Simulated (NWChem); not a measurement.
# AuF (SMILES [F][Au]) at 4 levels

We compute a comparison of 4 runs (wB97X/def2-TZVPP, CAM-B3LYP/def2-TZVPP, TPSS/def2-TZVPP, r2SCAN/def2-TZVPP) of AuF. 

Program for the calculation: NWChem 7.3.0.

## (1) The molecule

AuF: 2 atoms, total charge 0, spin state singlet. SMILES: `[F][Au]`. The shape is that of a PBE0-D4/def2-TZVP optimisation.

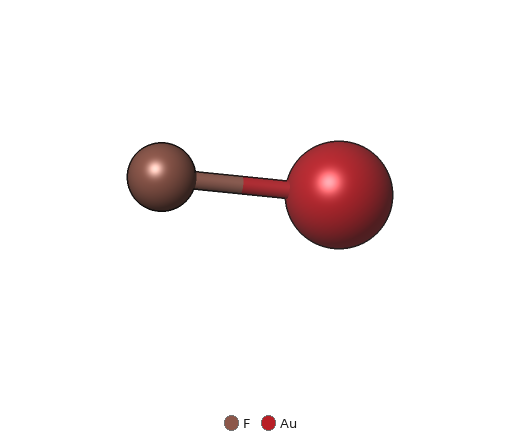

The structure, seen from a chosen angle (fluorine brown, gold red).

## (2) Energy and gradient at wB97X/def2-TZVPP (core potential) (run 1)

run.py

```python
from ase import Atoms
from ase.calculators.nwchem import NWChem

mol = Atoms(['F', 'Au'], positions=[
    [0.839700, -0.327100, 0.415300],
    [-0.810300, 0.267000, -0.411300],
])

calc = NWChem(
    label='auf',
    theory='dft',
    memory='2200 mb',
    basis='def2-TZVPP',
    basispar='spherical bse',
    dft={'xc': 'wb97x', 'mult': '1', 'grid': 'xfine', 'convergence': 'energy 1e-08', 'iterations': '100', 'mulliken': None, 'print': 'low'},
    **{'ecp bse': {'Au library': 'def2-TZVPP'}},
)
mol.calc = calc

forces = mol.get_forces()
print(f"energy = {mol.get_potential_energy():.6f} eV")
print("forces (eV/A):")
for s, f in zip(mol.symbols, forces):
    print(f"{s:2s} {f[0]:10.5f} {f[1]:10.5f} {f[2]:10.5f}")
```

The run is started by

```
export ASE_NWCHEM_COMMAND="nwchem PREFIX.nwi > PREFIX.nwo"
python run.py
```

Standard output:

```text
energy = -6410.669091 eV
forces (eV/A):
F     0.19679   -0.07086    0.09858
Au   -0.19679    0.07086   -0.09858
```

The calculator wrote auf.nwi:

```
title "auf"

permanent_dir auf

scratch_dir auf

start auf

geometry units angstrom nocenter noautosym noautoz
  F  8.3970000000000000e-01 -3.2710000000000000e-01 4.1530000000000000e-01
  Au -8.1030000000000002e-01 2.6700000000000002e-01 -4.1130000000000000e-01
end

memory 2200 mb

basis spherical bse noprint
   * library def2-TZVPP
end

dft
  xc wb97x
  mult 1
  grid xfine
  convergence energy 1e-08
  iterations 100
  mulliken
  print low
end
ecp bse
  Au library def2-TZVPP
end

task dft gradient
```

auf.nwo:

```text
Northwest Computational Chemistry Package (NWChem) 7.3.0
             --------------------------------------------------------

           Job information
           ---------------

    nwchem branch   = 7.3.0
    use scalapack   = T
    input           = auf.nwi
    prefix          = auf.
    data base       = auf/auf.db
    status          = startup
    nproc           =        1

           Memory information
           ------------------

[... 5 lines left out ...]
    hardfail = no
[... 34 lines left out ...]
            Nuclear Dipole moment (a.u.)
[... 65 lines left out ...]
         Total DFT energy =     -235.587745701150
[... 1 line left out ...]
           Coulomb energy =      212.740089456111
[... 1 line left out ...]
 Nuclear repulsion energy =       46.674228742996
[... 27 lines left out ...]
                         DFT ENERGY GRADIENTS

    atom               coordinates                        gradient
                 x          y          z           x          y          z
   1 F       1.586803  -0.618129   0.784803   -0.003827   0.001378  -0.001917
   2 Au     -1.531245   0.504557  -0.777244    0.003827  -0.001378   0.001917

 Task  times  cpu:      103.6s     wall:      103.6s
 Total times  cpu:      103.6s     wall:      103.6s
```

It took 1.7 min on 1 thread of Intel Xeon Platinum 8375C at 2.90GHz (Ice Lake), shared host; peak memory 0.14 GiB.

## (3) Energy and gradient at CAM-B3LYP/def2-TZVPP (core potential) (run 2)

run.py

```python
from ase import Atoms
from ase.calculators.nwchem import NWChem

molecule = Atoms(['F', 'Au'], positions=[
    [0.839700, -0.327100, 0.415300],
    [-0.810300, 0.267000, -0.411300],
])

calc = NWChem(
    label='auf',
    theory='dft',
    memory='2200 mb',
    basis='def2-TZVPP',
    basispar='spherical bse',
    dft={'xc': 'xcamb88 1.00 lyp 0.81 vwn_5 0.19 hfexch 1.00', 'cam': '0.33 cam_alpha 0.19 cam_beta 0.46', 'mult': '1', 'grid': 'xfine', 'convergence': 'energy 1e-08', 'direct': None, 'iterations': '100', 'mulliken': None},
    **{'ecp bse': {'Au library': 'def2-TZVPP'}},
)
molecule.calc = calc

forces = molecule.get_forces()
print(f"energy = {molecule.get_potential_energy():.6f} eV")
print("forces (eV/A):")
for s, f in zip(molecule.symbols, forces):
    print(f"{s:2s} {f[0]:10.5f} {f[1]:10.5f} {f[2]:10.5f}")
print("dipole (e A):", molecule.get_dipole_moment().round(4))
```

The run is started by

```
export ASE_NWCHEM_COMMAND="nwchem PREFIX.nwi > PREFIX.nwo"
python run.py
```

Standard output:

```text
energy = -6408.690559 eV
forces (eV/A):
F     0.00319   -0.00113    0.00159
Au   -0.00319    0.00113   -0.00159
dipole (e A): [-0.798   0.2873 -0.3998]
```

The calculator wrote auf.nwi:

```
title "auf"

permanent_dir auf

scratch_dir auf

start auf

geometry units angstrom nocenter noautosym noautoz
  F  8.3970000000000000e-01 -3.2710000000000000e-01 4.1530000000000000e-01
  Au -8.1030000000000002e-01 2.6700000000000002e-01 -4.1130000000000000e-01
end

memory 2200 mb

basis spherical bse noprint
   * library def2-TZVPP
end

dft
  xc xcamb88 1.00 lyp 0.81 vwn_5 0.19 hfexch 1.00
  cam 0.33 cam_alpha 0.19 cam_beta 0.46
  mult 1
  grid xfine
  convergence energy 1e-08
  direct
  iterations 100
  mulliken
end
ecp bse
  Au library def2-TZVPP
end

task dft gradient
```

auf.nwo:

```text
Northwest Computational Chemistry Package (NWChem) 7.3.0
             --------------------------------------------------------

           Job information
           ---------------

    nwchem branch   = 7.3.0
    use scalapack   = T
    input           = auf.nwi
    prefix          = auf.
    data base       = auf/auf.db
    status          = startup
    nproc           =        1

           Memory information
           ------------------

[... 5 lines left out ...]
    hardfail = no
[... 76 lines left out ...]
  convergence criterion.
[... 47 lines left out ...]
          Spatial weights used:  Erf1
[... 32 lines left out ...]
 1-e energy   =    -469.508594
[... 51 lines left out ...]
           Coulomb energy =      212.529561213888
[... 707 lines left out ...]
          Convergence on density requested:  1.00D-05
[... 32 lines left out ...]
          total energy or number of iterations.
[... 39 lines left out ...]
                 ----------------------------------------
                 |  Time  |  1-e(secs)   |  2-e(secs)   |
                 ----------------------------------------
                 |  CPU   |       0.02   |      29.39   |
                 ----------------------------------------
                 |  WALL  |       0.02   |      29.39   |
                 ----------------------------------------

 Task  times  cpu:       94.8s     wall:       94.8s
 Total times  cpu:       94.9s     wall:       94.9s
```

Run time: 96 s. Hardware: 1 thread of Intel Xeon Platinum 8375C at 2.90GHz (Ice Lake), shared host; peak memory 0.14 GiB.

Run 3 isn't shown in full; the table further down has it.

## (4) Energy and gradient at r2SCAN/def2-TZVPP (core potential) (run 4)

work.xyz

```xyz
2
AuF
F      0.839700    -0.327100     0.415300
Au    -0.810300     0.267000    -0.411300
```

work.nw

```
start work
title "AuF"
memory total 2200 mb

geometry units angstroms noautosym nocenter noautoz
  load format xyz work.xyz
end

basis spherical bse
  * library def2-TZVPP
end

ecp bse
  Au library def2-TZVPP
end

dft
  xc r2scan
  grid xfine
  convergence energy 1e-08
  maxiter 100
  mulliken
end

task dft gradient
```

The run is started by

```
nwchem work.nw > work.out
```

Standard output:

```text
[...]
          Wavefunction type:  closed shell.
          No. of atoms     :     2
          No. of electrons :    28
[...]
          Charge           :     0
          Spin multiplicity:     1
[...]
          AO basis - number of functions:    87
[...]
              XC Information
              --------------
                      r^2SCAN Method XC Functional
               r^2SCAN metaGGA Exchange Functional  1.000
                     r^2SCAN Correlation Potential  1.000
[...]
 d= 0,ls=0.0,diis     1   -235.5241354989 -2.82D+02  2.78D-02  6.19D-01     2.4
[...]
 d= 0,ls=0.0,diis    11   -235.5985228090 -5.07D-09  9.59D-08  9.53D-11    21.9
         Total DFT energy =     -235.598522809047
      One electron energy =     -471.474725140156
           Coulomb energy =      212.508053371522
    Exchange-Corr. energy =      -23.306079783409
 Nuclear repulsion energy =       46.674228742996
[...]
      Total Density - Mulliken Population Analysis
     ---------------------------------------------
    Atom       Charge   Shell Charges
 -----------   ------   -------------------------------------------------------
    1 F    9     9.42   0.77  1.20  0.63  0.96  0.42  2.24  2.10  1.10  0.00  0.01  0.00
    2 Au  19    18.58   0.03 -0.48  1.75  0.71  0.61  0.13  2.65  2.88  0.51  0.05  6.26  2.85  0.61  0.00  0.02  0.00
[...]
  wavefunction    = closed shell
                         DFT ENERGY GRADIENTS
    atom               coordinates                        gradient
                 x          y          z           x          y          z
   1 F       1.586803  -0.618129   0.784803    0.005068  -0.001825   0.002539
   2 Au     -1.531245   0.504557  -0.777244   -0.005068   0.001825  -0.002539
[...]
```

It took 29 s on 1 thread of Intel Xeon Platinum 8375C at 2.90GHz (Ice Lake), shared host; peak memory 0.15 GiB.

## (5) All runs side by side

```csv
run,level,energy (Eh),largest force (eV/Å),wall time
1,wB97X/def2-TZVPP (core potential),-235.587746,0.231,1.7 min
2,CAM-B3LYP/def2-TZVPP (core potential),-235.515036,0.004,96 s
3,TPSS/def2-TZVPP (core potential),-235.562392,0.020,1.8 min
4,r2SCAN/def2-TZVPP (core potential),-235.598523,0.306,29 s
```

## (6) Summary of results

| quantity | value |
| --- | --- |
| run 4: total energy | -235.59852 Eh |
| run 4: dipole moment | 3.93 D |
| run 4: HOMO energy | -7.35 eV |
| run 4: LUMO energy | -4.79 eV |
| run 4: HOMO–LUMO gap | 2.56 eV |
| run 4: largest force on an atom | 0.306 eV/Å |

In words: Over runs 2, 3, 4 the dipole moment (its size) runs from 3.79 D (TPSS/def2-TZVPP) to 4.50 D (CAM-B3LYP/def2-TZVPP). Over runs 2, 3, 4 the HOMO–LUMO gap runs from 2.26 eV (TPSS/def2-TZVPP) to 6.73 eV (CAM-B3LYP/def2-TZVPP). Totals of different functionals can't be ranked against each other. All runs together took 5.6 min, the longest 1.8 min.
